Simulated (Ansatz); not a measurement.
# Structural relaxation of generalised stacking fault on (110) of a LiCl-LiBr solid solution (56 atoms), part 2 of 2

Wanted: the relaxed structure of generalised stacking fault on (110) of a LiCl-LiBr solid solution (56 atoms) and its electronic structure.

Ansatz 0.2.0; Kohn-Sham DFT, PBE, PAW (set soft_2), plane waves.

The cell: 28 Li, 10 Br and 18 Cl. The cell is under 6 Å thick along one periodic direction. Atoms were free to move along the slip. The host structure and its lattice constant were typed by rule, without a check against the phase diagram.

So far. Step 3 (Relaxation): The relaxation changed the energy by -6.53 meV/atom, and atoms moved by 0.11 Å r.m.s., 0.23 Å at most.

## 5. Single point at the relaxed geometry

One more single point at the end of the walk gives the fuller output and checks the residual forces.

input.yaml

```yaml
crystal:
  lattice:
    - [7.44767, 0.0, 0.0]
    - [0.0, 5.2663, 0.0]
    - [3.41349, 0.0, 26.26686]
  atoms:
    - { symbol: Li, position: [0.53095, 0.00135, 0.98847] }
    - { symbol: Br, position: [0.73843, 0.00044, 0.06576] }
    - { symbol: Li, position: [0.94968, 0.00024, 0.14239] }
    - { symbol: Cl, position: [0.66811, 0.00057, 0.21129] }
    [... 46 atom lines left out ...]
    - { symbol: Li, position: [0.46408, 0.49967, 0.63723] }
    - { symbol: Br, position: [0.17186, 0.50028, 0.70858] }
    - { symbol: Li, position: [0.40277, 0.5011, 0.77938] }
    - { symbol: Br, position: [0.10236, 0.50027, 0.85037] }
    - { symbol: Li, position: [0.33348, 0.50003, 0.92216] }
    - { symbol: Br, position: [0.02763, 0.50012, 0.99211] }
kpoints:
  mp_grid: { grid: [2, 3, 1] }
hamiltonian:
  xc: pbe
scf:
  occupations: { method: fermi_dirac, width: 0.05 }
output:
  forces: true
  stress: true
  populations: true
  dos:
    method: { smearing: { sigma: 0.08 } }
    de: 0.1
    projected: { site_lists: { Br: [Br], Cl: [Cl], Li: [Li] } }
  eigenvalues: true
  write_density: true
  write_potential: true
  volumetric_format: npy
  elf: true
```

Run with:

```console
$ ansatz run input.yaml --threads 4 --pin off --max-ram 8192MiB --backend cpu --events-out ev --progress --plain --runs-dir out
```

Numbers of over 12 decimals in the logs are rounded to 6 here.

Output:

```text
[...]
Crystal: 56 atoms, lattice volume = 1030.230 Å³
Basis set: ecut = 420 eV, 20199 PW (Γ), exchange–correlation on 100×72×360 points (8 copies of the dense FFT grid, shifted against one another)
Bands: 196, of which v1, the nominal top of the filled ones, is band 140 counted from 1 (139 counted from 0)
Symmetry: 1 space group operations
[...]
k-points: 4 of 6 (time reversal used)
[...]
SCF iter   1: F=—  HF=-53090.039520 eV  |F-HF|=—  |Δ(HF+E_count)|=         —  Δρ=2.90e-4  dr2=1.65e-3  ethr=1.77e-3  ⟨swp⟩=12.5  Hψ=4711  notcnv=0  defer=55
[...]
SCF iter   7: F=-53090.036921 eV  HF=-53090.036921 eV  |F-HF|=1.16e-8  |Δ(HF+E_count)|=   1.07e-8  Δρ=1.27e-6  dr2=1.88e-8  ethr=3.57e-11  ⟨swp⟩=24.0  Hψ=7047  notcnv=0
SCF 1 converged in 7 iterations: F = -53090.036921 eV  dr2 = 1.88e-8
[...]
SCF converged after 7 iterations
Free energy (F): -53090.036921 eV
[...]
Internal energy: -53090.036921 eV  (E = F + TS)
E sigma→0 (E₀):  -53090.036921 eV
Fermi energy:    4.937001 eV
[...]
--- Forces (eV/Å), atoms counted from 1 ---
  atom   1  Li     0.00186147    -0.00166953    -0.00460305
  atom   2  Br     0.00408039     0.00237390     0.00603980
  atom   3  Li    -0.00068080     0.00033888    -0.00416011
  atom   4  Cl    -0.01472848     0.00085469    -0.00268620
  atom   5  Li     0.02462477    -0.00019568    -0.01656025
  atom   6  Cl    -0.00170722    -0.00103744     0.02285306
  atom   7  Li     0.00284481    -0.00072227    -0.00485690
  atom   8  Cl     0.00316013     0.00087257    -0.00840415
  atom   9  Li    -0.00469051    -0.00166997     0.00459680
  atom  10  Cl    -0.00435656    -0.00051775    -0.01355609
  atom  11  Li     0.00030335     0.00249077     0.01397132
  atom  12  Cl    -0.01306073    -0.00103148    -0.01430071
  atom  13  Li    -0.00586375    -0.00024176     0.01311861
  atom  14  Cl    -0.02310374    -0.00108844    -0.00491358
[...]
atom  55  Li    -0.01980599     0.00084377    -0.00837390
  atom  56  Br     0.00065364     0.00245915     0.00864445
  max |Σ_I F_I| component: 1.19e-4 eV/Å
--- Stress (GPa, compression-positive) ---
        0.372698      -0.000240       0.163770
       -0.000240       0.271456      -0.000297
        0.163770      -0.000297      -0.056993
  P = ⅓ Tr σ = 0.1957 GPa (1.957 kbar)
--- Band table (eV) ---
[...]
--- Löwdin populations: 56 sites ---
  site symbol       q [e]
     0     Li      2.3359
     1     Br      7.5537
     2     Li      2.3362
[...]
55     Br      7.5467
  spilling = 0.006188 (of n_electrons = 280.000000)
```

It took 42 s on 4 threads of Arm Neoverse V2, shared host; peak memory 3 GiB.

The run gave:

```yaml
free_energy: -53090.0369 eV
free_energy_per_atom: -948.0364 eV/atom
scf_cycles: 7
pressure: 0.1957 GPa
r_m_s_force_component: 0.00895 eV/Å
longest_force: 0.03062 eV/Å
fermi_energy: 4.937 eV
spacing_of_highest_filled_and_lowest_empty_level: 5.145 eV
spilling_of_the_projection: 0.006188
```

Löwdin charges by element (they lack the spilled electrons, 0.031 e an atom on average):

```tsv
element	coordination	atoms	mean charge (e)	spread	least	most
Br	all	10	-0.549	0.0029	-0.554	-0.545
Cl	all	18	-0.628	0.0021	-0.632	-0.623
Li	all	28	0.661	0.0143	0.630	0.685
```

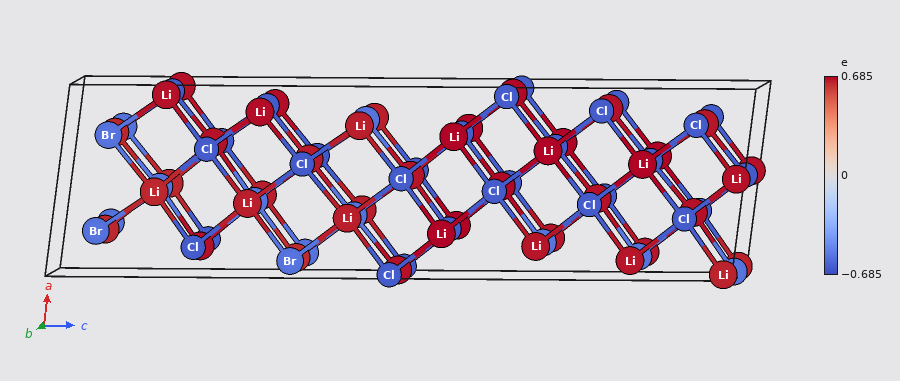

Atoms coloured by Löwdin charge. Some periodic images of atoms are drawn too.

Charge against the make-up of the first shell:

```tsv
Br neighbours of Li	atoms	mean charge (e)
0	4	0.684
1	3	0.674
2	12	0.663
3	4	0.652
4	4	0.641
5	1	0.63
```

States in the cell by windows of 1 eV, zero at the Fermi level; the larger projections on atomic orbitals stand beside the total:

```tsv
from (eV)	to (eV)	total	Cl p	Br p	Li s
-10	-7	0.0	0.0	0.0	0.0
-7	-6	0.8	0.6	0.1	0.0
-6	-5	48.7	32.4	11.6	3.9
-5	-4	55.6	40.7	12.7	1.2
-4	-3	57.7	28.8	28.0	0.3
-3	-2	5.2	0.7	4.5	0.0
-2	2	0.0	0.0	0.0	0.0
2	3	0.4	0.0	0.0	0.3
3	4	13.8	0.5	0.3	5.3
4	5	37.6	0.8	0.5	13.7
```

The curve was stored every 0.10 eV, coarse against its broadening of 0.08 eV, so these counts are rough.

Between -26 and -10 eV lie 56 more states.

About 56 of the 280 electrons lie in deeper levels, below the stored range.

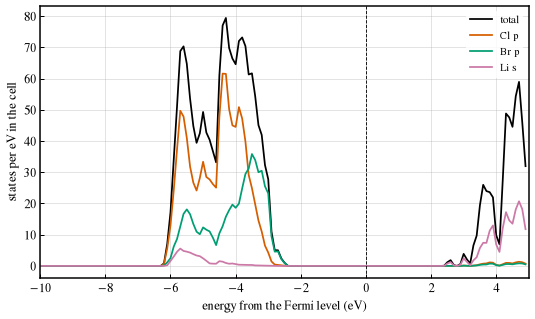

Total and projected density of states, with the broadening of the input.

The levels nearest the highest filled one (over half full), pooled over k-points and spins:

```tsv
level less the highest filled one (eV)	occupation
-0.411	2
-0.378	2
-0.363	2
-0.195	2
-0.159	2
0	2
5.14	0
5.60	0
5.60	0
5.91	0
5.93	0
6.06	0
```

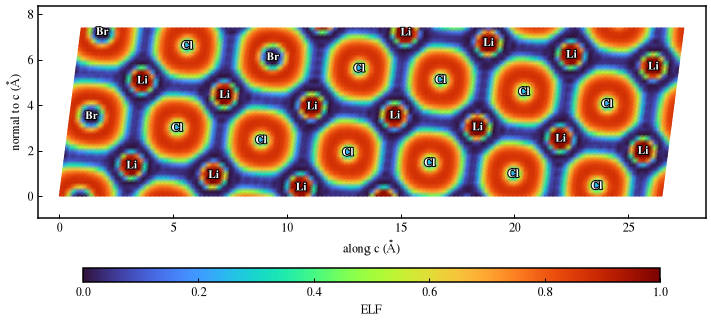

ELF in the ca plane at fractional y = 0.000, with atoms of Li and Br and Cl within 0.2 Å of it. It is the smooth field of the valence electrons, not physical close to the nuclei. The map starts off the cell's origin, so that atoms lie inside it.

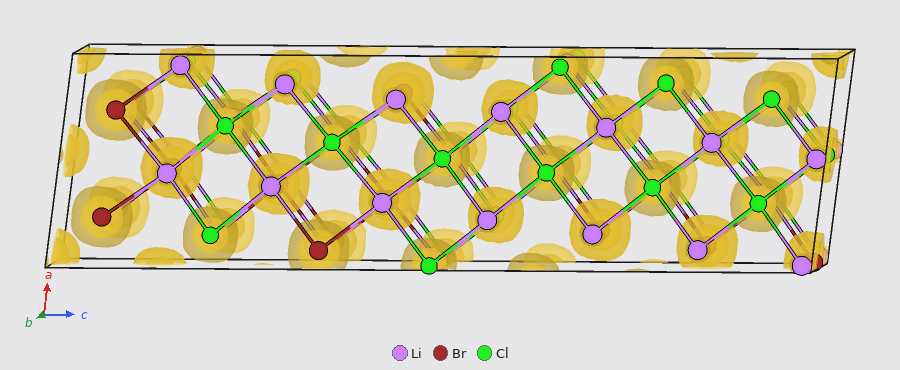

Surface of ELF = 0.85.

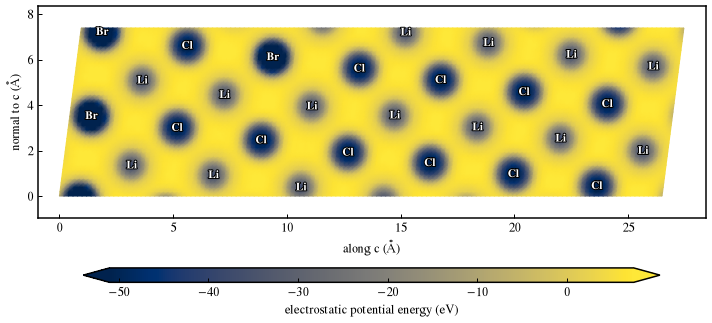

Electrostatic potential energy in the ca plane at fractional y = 0.000, with atoms of Li and Br and Cl within 0.2 Å of it. With pseudopotentials it is smooth inside the atoms' cores, unlike the true potential. The map starts off the cell's origin, so that atoms lie inside it.

Mean Löwdin charges: Br -0.55, Cl -0.63, Li +0.66 e (they miss 0.62 % of the electrons, so they add up to more than the cell's charge). The charge on Li changes by -0.011 e for each Br neighbour that takes the place of another kind, on average. The largest share in the top eV of filled states is Br p (70 % of the projected weight), and in the lowest eV of empty states Li s (71 % of the projected weight).

A closer look about Li33, whose charge lies farthest from its element's mean: 13 atoms, nearest first, numbered in the order of the input, with positions taken from that point.

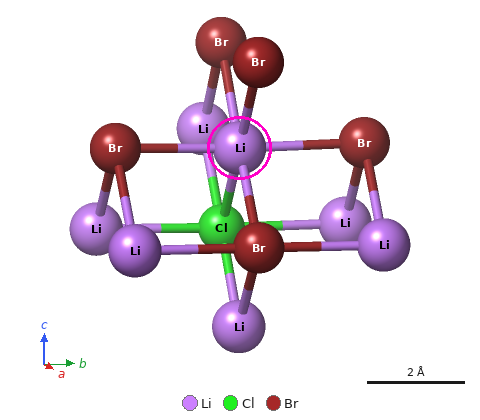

The atoms of the table, within 3.8 Å (arrows a, b, c point along x, y, z); some may hide others; the central atom is ringed.

```tsv
atom	x	y	z	distance (Å)	bonds	Löwdin charge (e)
Li33	0.00	0.00	0.00	0.00	6	0.63
Cl32	-1.81	0.00	-1.86	2.60	6	-0.63
Br20	0.03	-2.63	0.05	2.63	6	-0.55
Br20	0.03	2.63	0.05	2.63	6	-0.55
Br46	1.94	0.00	-1.87	2.69	6	-0.55
Br34	-1.84	0.00	2.00	2.71	6	-0.55
Br48	1.92	0.00	1.99	2.76	6	-0.55
Li47	-3.62	0.00	0.01	3.62	6	0.65
Li5	-1.89	2.63	-1.84	3.72	6	0.67
Li5	-1.89	-2.63	-1.84	3.73	6	0.67
Li31	-0.06	0.00	-3.73	3.73	6	0.66
Li19	2.01	2.63	-1.86	3.80	6	0.65
Li19	2.01	-2.64	-1.86	3.80	6	0.65
```

The column of bonds counts only the pairs Li-Cl within 3.06 Å, Li-Br within 3.18 Å; other neighbours, such as metal atoms beside each other in a compound, aren't counted, and periodic images can show an atom twice.

## 6. Results

* energy change in the relaxation: -6.525 meV/atom
* r.m.s. displacement: 0.11 Å
* largest displacement: 0.227 Å
* free energy per atom: -948.0364 eV/atom
* density: 2.63 g/cm³
* pressure: 0.1957 GPa
* r.m.s. force component: 0.00895 eV/Å
* gap (highest filled to lowest empty level): 5.145 eV
* wall time of the 3 DFT runs: 2.5 min

In words: Relaxation lowers the energy by 6.53 meV/atom and moves atoms by 0.11 Å r.m.s.; the r.m.s. force component goes from 0.089 to 0.0089 eV/Å, the pressure goes from 0.32 to 0.20 GPa, and the gap from 5.44 to 5.14 eV. By the final cutoffs no bond was broken or made. Layers on the two sides of the fault moved in opposite directions along the plane, so much of the imposed slip has spread into a shear of the crystal. From the first step to the last the energy fell by 0.365 eV, and the largest move was 0.23 Å (Li45). The Li-Br bonds change most in mean length: from 2.648 Å (spread 0.082) to 2.694 Å (spread 0.052). By these cutoffs all Br atoms have 6, all Cl atoms have 6 and all Li atoms have 6 bonded neighbours. The highest filled and lowest empty levels differ by 5.14 eV on the run's k-points; the mesh holds the band edges only if they fold onto it, so the gap at this level can be narrower or closed, while semilocal functionals tend to narrow gaps against experiment.

**Limits.** Atoms were free to move along the slip, so the relaxation can undo part or all of it.

[Logs are printed without paths, hosts, clocks, repeated set-up lines and the standing remarks that a program may print on its own settings, such as how far it seeks lower states.]

[Hosts, paths, dates, database ids (printed as entryN), source tags and the programs' standing remarks are cut or masked in the printed files.]
